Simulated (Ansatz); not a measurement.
# C5H7F: up Jacob's ladder to CCSD(T)

Aim: compute C5H7F with functionals from several rungs and with coupled cluster. The yardstick is the atomisation energy at the CCSD(T) limit.

Computed with Ansatz 0.2.0, Gaussian basis. Level: functionals in def2-TZVPP, the program's frozen cores in correlated methods.

The runs, in order: PBE-D4, r2SCAN-D4, PBE0-D4, B3LYP-D4, ωB97X-V, ωB97M-V, B2PLYP; CCSD(T)/def2-TZVPP; MP2/def2-QZVPP; extrapolation to the limit.

## Step 1: The relaxed structure

The geometry comes from an earlier relaxation with PBE0-D4 in a triple-zeta def2 set; it is a stationary point, not always the lowest conformer.

SMILES `C=CC(=C)CF`, 13 atoms, charge 0, spin multiplicity 1.

Atoms are counted from 1 here; the program's logs count them from 0.

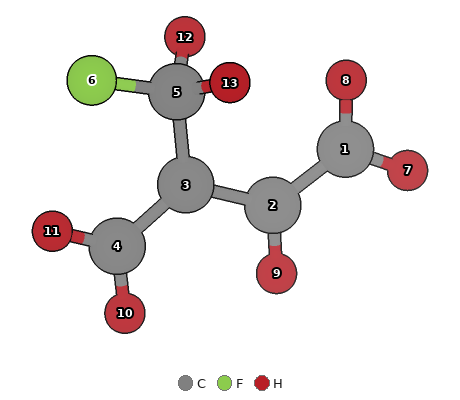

The geometry (carbon grey, fluorine green, hydrogen red); atoms are numbered from 1 in the order of the file.

## Step 2: PBE-D4 (GGA)

File in.yaml:

```yaml
crystal:
  periodic: [false, false, false]
  atoms:
    - {symbol: C, position_ang: [1.464384, 0.336672, -1.331229]}
    - {symbol: C, position_ang: [0.308086, 0.766595, -0.827777]}
    - {symbol: C, position_ang: [-0.456160, 0.125142, 0.233780]}
    - {symbol: C, position_ang: [-1.607094, 0.642058, 0.665009]}
    - {symbol: C, position_ang: [0.103287, -1.133442, 0.817627]}
    - {symbol: F, position_ang: [-0.705165, -1.644757, 1.806997]}
    - {symbol: H, position_ang: [1.963003, 0.880823, -2.123718]}
    - {symbol: H, position_ang: [1.956790, -0.563930, -0.981467]}
    - {symbol: H, position_ang: [-0.132226, 1.677933, -1.224410]}
    - {symbol: H, position_ang: [-1.997459, 1.555232, 0.230812]}
    - {symbol: H, position_ang: [-2.178593, 0.169790, 1.452768]}
    - {symbol: H, position_ang: [1.090879, -0.946583, 1.254264]}
    - {symbol: H, position_ang: [0.210668, -1.900232, 0.042143]}
basis:
  gaussian: {orbitals: def2-TZVPP}
hamiltonian: {xc: pbe, dispersion: d4}
output: {forces: true, orbitals: {seedname: orbitals}}
```

The run is started by

```bash
ansatz run in.yaml --threads 4 --pin off --events-out ev --progress --plain --max-ram 10444MiB
```

After this run come: r2SCAN-D4 (meta-GGA); PBE0-D4 (hybrid); B3LYP-D4 (hybrid); ωB97X-V (range-separated); ωB97M-V (range-separated); B2PLYP (double hybrid); CCSD(T) in def2-TZVPP; MP2 in def2-QZVPP.

Before running them: what should the planned runs give, taken together? Wanted: atomisation energy, CCSD(T)/CBS; farthest; mean size of error, hybrid; mean size of error, range-separated; gap, smallest and largest; T1 diagnostic; triples share of the correlation energy.

**Answer**, as computed:

```
                               quantity                                 value
        atomisation energy, CCSD(T)/CBS                         5494.3 kJ/mol
 functionals within 27.5 kJ/mol (0.5 %)            B3LYP-D4, ωB97X-V, ωB97M-V
                               farthest                PBE-D4 (+171.9 kJ/mol)
             mean size of error, hybrid                           39.8 kJ/mol
    mean size of error, range-separated                           10.5 kJ/mol
              gap, smallest and largest  4.04 eV (PBE-D4), 10.31 eV (ωB97X-V)
                          T1 diagnostic                                0.0111
triples share of the correlation energy                                 4.1 %
```

**Reading.** PBE-D4 misses by +171.9 kJ/mol. Double hybrids carry the basis error of their MP2 part in triple zeta, and no dispersion term here, so their miss is partly the set-up's. Misses under about 27.5 kJ/mol are within the doubt on the reference itself, which lacks core-valence correlation, relativity and higher excitations. Hartree-Fock recovers 74 % of the binding; the rest is correlation. Orbital gaps span 4.0 to 10.3 eV; exact exchange widens them. The restricted reference is unstable towards a spin-broken one.
